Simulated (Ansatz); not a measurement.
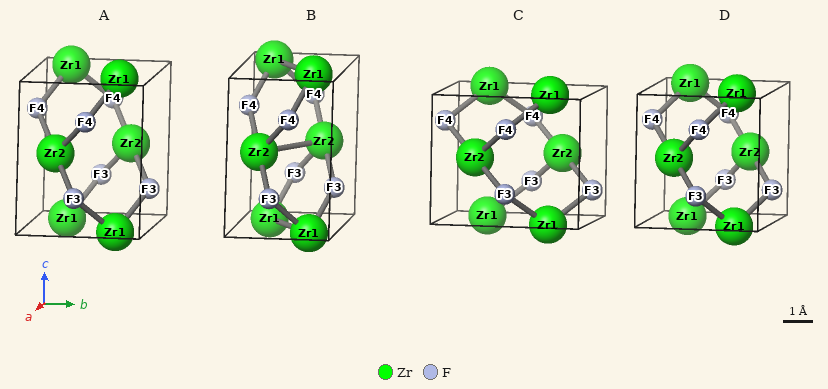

4 geometries from one relaxation of solid ZrF (built on the tenorite_15 type) (coarse preliminary run), in shuffled order. The picture is a ball-and-stick view of the conventional cell (2 times the calculation's cell), seen slightly off an axis. Lengths and directions refer to the drawn axes.

Case: tenorite type (C2/c, No. 15).

Method: Ansatz 0.2.0, DFT PBE, scalar-relativistic, plane waves, PAW. Set-up: plane-wave cutoff 420 eV; k-point mesh 6 × 6 × 4; occupations gaussian; smearing width 0.1 eV; no spin polarisation; cell and atoms relaxed; force threshold 0.04 eV/Å; at most 70 steps.

Question: Put them in the order of the run, from the start to the converged end.

Answer: B, A, D, C. They are steps 0, 4, 8, 19, at +2.041 eV per cell of the calculation, +1.093 eV per cell of the calculation, +0.778 eV per cell of the calculation relative to the last. The largest moves relative to the cell, 0.44 Å, are those of F3 and F4. F4 goes along −b. Zr stays in place. Cell: a 5.140 → 5.371 Å (+4.5 %), b 3.756 → 5.331 Å (+42.0 %), c 5.628 → 4.610 Å (−18.1 %), β 99.5° → 90.0°. Volume +23.2 %. Near-neighbour distances that change, for instance: Zr1–Zr1 3.183 → 3.784 Å, Zr1–Zr2 3.383 → 3.524 Å, Zr1–F3 2.141 → 2.215 Å, Zr1–Zr2 (another image) 3.482 → 3.539 Å. Among the angles between lasting bonds that change: Zr1–F4–Zr2 145.8° → 106.0°, Zr1–F4–Zr1 95.7° → 117.3°, F3–Zr1–F3 95.7° → 117.3°. The space group (tolerance 0.01 Å) goes from C2/c (No. 15) to Cccm (No. 66). The energy falls by 2.041 eV per cell of the calculation in 15 accepted moves (19 points after the start). Largest force component: 0.11 eV/Å at the start, 0.00042 eV/Å at the end. Pressure: 27.15 GPa at the start and 0.01 GPa at the end. At 4 points the geometry stayed and the basis and grid were re-selected for the new cell (energy shift of 0.416 eV per cell of the calculation at most each time).
